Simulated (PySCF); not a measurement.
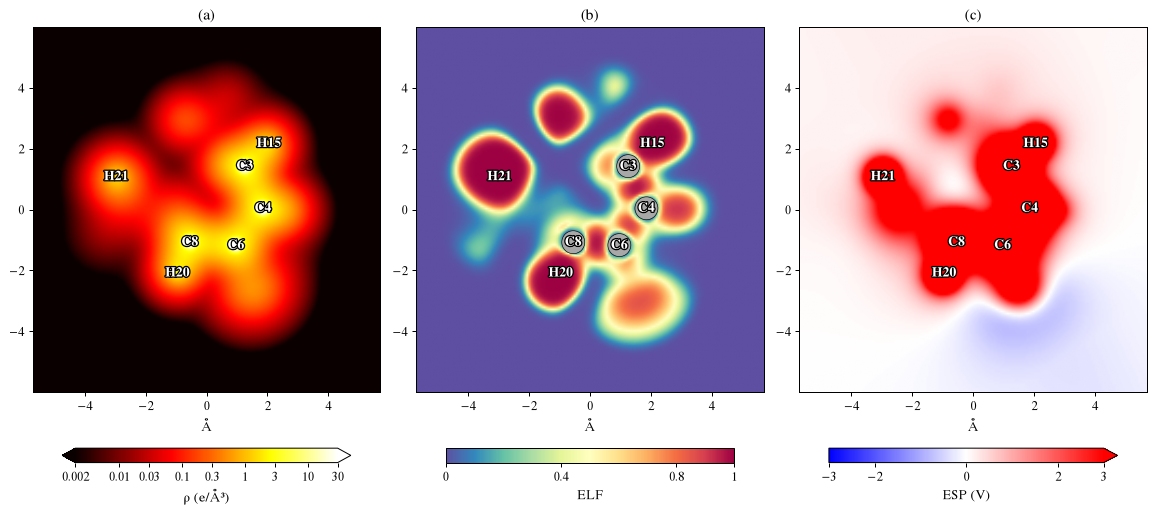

Figure. C6H13ClO2Si. (a) electron density; (b) electron localisation function; (c) electrostatic potential on the plane of atoms C3, C4 and C6. Grey discs cover the atomic cores in the ELF map.

Geometry: GFN2-xTB.

All numbers below come from PySCF 2.14.0, PBE0/pcSseg-1, SCF density, gas phase, non-relativistic.

Input

```
{"job": {"kind": "nmr", "xc": "PBE0", "basis": "pcSseg-1"}, "charge": 0, "multiplicity": 1}
C     -2.053753     1.829537    -1.036579
O     -1.780784     0.463247    -0.874466
C     -1.383601     0.136310     0.441214
C     -1.026817    -1.329312     0.493039
C      0.120001    -1.814944     1.338117
C      0.236032    -1.823420    -0.151739
Cl     0.137790    -3.384611    -0.958957
C      1.188965    -0.908578    -0.896926
O      1.617138     0.133280    -0.080900
Si     2.458101     1.457993    -0.490518
H     -1.164277     2.438454    -0.828252
H     -2.865921     2.155764    -0.374339
H     -2.356022     1.965414    -2.072992
H     -0.520635     0.748472     0.736143
H     -2.208709     0.340998     1.144064
H     -1.884970    -1.984164     0.404745
H      0.710242    -1.078121     1.861635
H      0.017516    -2.758565     1.851328
H      0.681617    -0.516250    -1.787446
H      2.056097    -1.495048    -1.228774
H      1.754784     2.235630    -1.515217
H      3.783565     1.109304    -1.004859
H      2.478889     2.105594     0.812507
```

Command:

```sh
OMP_NUM_THREADS=1 python probes_run.py task.json out
```

> Interpret the plot.

Atoms in the plane: C and H.
C–C (1.51 Å): the density is about 1.7 e/Å³ at the midpoint; the ELF peaks at about 0.95 between the atoms; localised, covalent bonding.
C–H (1.10 Å): ρ at the midpoint is about 2 e/Å³; the ELF climbs to about 1 towards the hydrogen, as it does in any bond to H (a covalent bond by its length).
The ELF also peaks beside Cl7, away from the bonds: lone-pair regions.
Outside the dense part of the molecule the potential is most negative (−0.8 V) near Cl7, which lies off the plane.
